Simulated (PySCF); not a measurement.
```yaml
atoms:
  - { symbol: Cl, position_ang: [-0.8079, 1.7739, 0.0193] }
  - { symbol: Ga, position_ang: [0.3229, -0.1032, -0.0309] }
  - { symbol: Cl, position_ang: [2.2562, -0.7970, -0.0457] }
  - { symbol: Cl, position_ang: [-1.7282, -0.8592, -0.0398] }
```

Geometry: PBE0-D3(BJ)/def2-SVP.

These are results of DFT single point, gas phase, functional wB97X in PySCF 2.14.0, density-fitted response routines, not measurements.

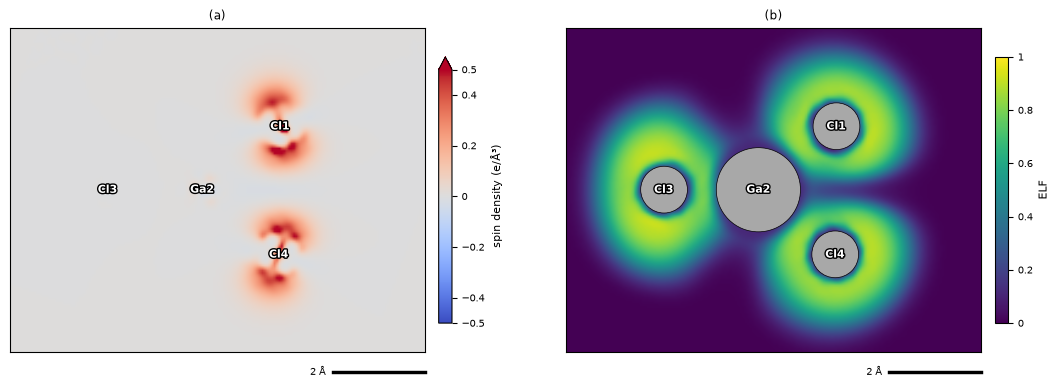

Cl$_{3}$Ga (SMILES [Cl][Ga]([Cl])[Cl+]) (charge +1, doublet). (a) spin density (α minus β); (b) electron localisation function on the molecular plane. Grey discs cover the atomic cores in the ELF map.

> Describe what can be read from this map.

- The section cuts through Cl and Ga sites.
- Ga–Cl (2.05 Å): the ELF peaks at about 0.80 in the valence shell of Cl, 0.8 Å from its nucleus, and is about 0.60 at the midpoint.
- Ga–Cl (2.19 Å): the ELF peaks at about 0.85 in the valence shell of Cl, 0.8 Å from its nucleus, and is about 0.60 at the midpoint.
- The ELF also peaks beside Cl4, Cl3 and Cl1, away from the bonds: non-bonding electrons, paired or unpaired.
- The unpaired spin (1 electron) lies mostly on Cl1 (about 0.5) and Cl4 (about 0.5), in electrons by Hirshfeld's partition.
